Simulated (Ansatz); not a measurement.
# CH$_{2}$AlF$_{2}$ (charge +1): what the fields show

Input

```
crystal:
  periodic: [false, false, false]
  atoms:
    - {symbol: C, position_ang: [0.159244, -1.673965, 0.152279]}
    - {symbol: Al, position_ang: [0.161764, -2.411390, 2.064291]}
    - {symbol: F, position_ang: [-1.338816, -2.872798, 2.476138]}
    - {symbol: F, position_ang: [1.664425, -2.343930, 2.674069]}
    - {symbol: H, position_ang: [0.326365, -2.282330, -0.746904]}
    - {symbol: H, position_ang: [-0.008929, -0.619426, -0.105061]}
basis:
  gaussian:
    orbitals: def2-TZVPD
total_charge: 1
output:
  forces: true
  orbitals: {seedname: orbitals}
hamiltonian:
  xc: {name: PBE0}
```

Command:

```sh
ansatz run input.yaml --threads 1 --pin off --max-ram 2610MiB --events-out events.jsonl --progress --plain --runs-dir runs
```

Geometry: B3LYP/6-31G*.

Level of theory: Ansatz 0.2.0, isolated molecule in a Gaussian basis; Kohn-Sham density functional theory, functional PBE0.

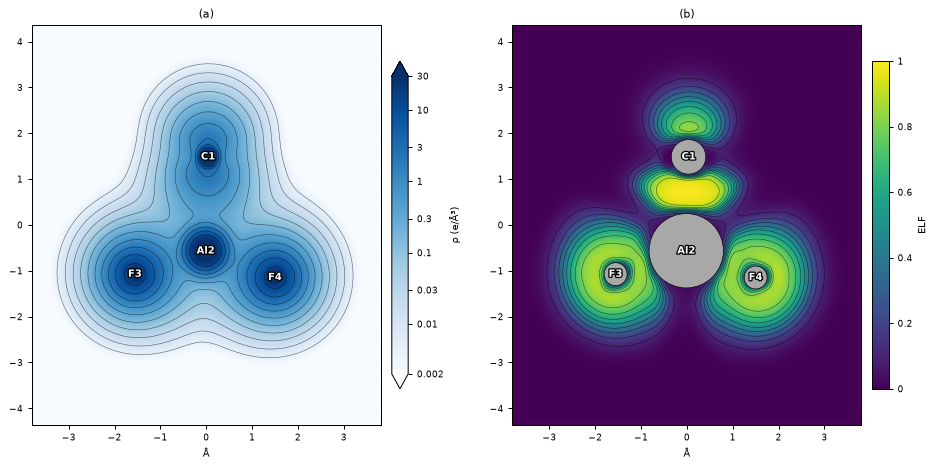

Figure 1. (a) electron density; (b) electron localisation function on the plane of atoms F3, Al2 and F4. Grey discs cover the atomic cores in the ELF map.

Read the bonding off the picture.

- Atoms in the plane: C, Al and F.
- Al–F (1.62 Å): the density is about 0.97 e/Å³ at the midpoint; the ELF peaks at about 0.85 in the valence shell of F, 0.5 Å from its nucleus, and is about 0.35 at the midpoint.
- C–Al (2.05 Å): the density is about 0.63 e/Å³ at the midpoint; the ELF peaks at about 1 in the valence shell of C, 0.8 Å from its nucleus, and is about 0.95 at the midpoint.
- The ELF also peaks beside F3 and F4, away from the bonds: lone-pair regions.

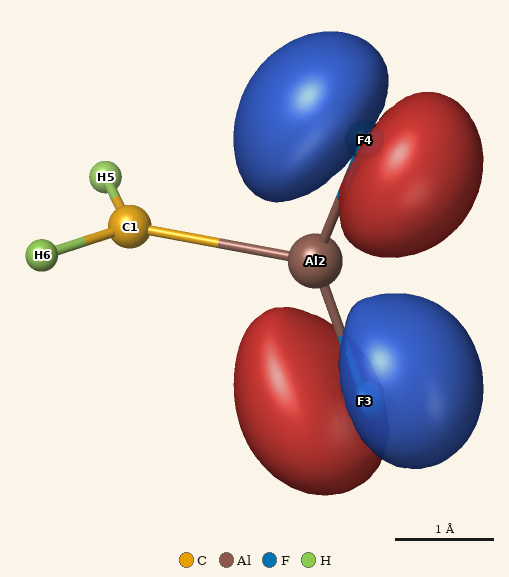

Figure 2. The HOMO−1 at ±0.1 Å⁻³ᐟ² (red and blue are the two phases), seen at an oblique angle.

Where does this orbital lie, and at what energy?

Its weight (Hirshfeld) is mainly on F4 (about 45 %) and F3 (about 45 %); largely a combination of lone pairs on F4 and F3. Its energy is −17.25 eV.

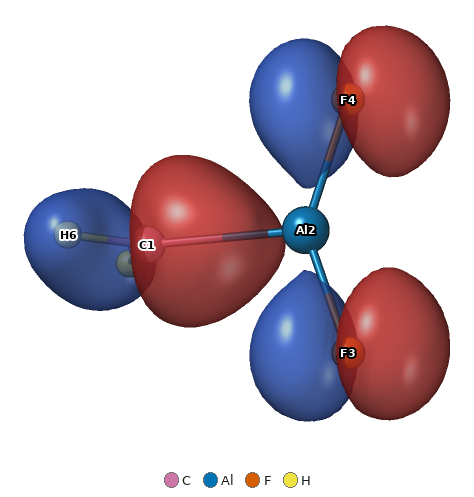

Figure 3. The HOMO at ±0.1 Å⁻³ᐟ² (red and blue are the two phases), seen at a tilt.

What is the character of this orbital?

It lies mainly on F4 (about 30 %), F3 (about 30 %) and C1 (about 25 %). Its energy is −16.98 eV.
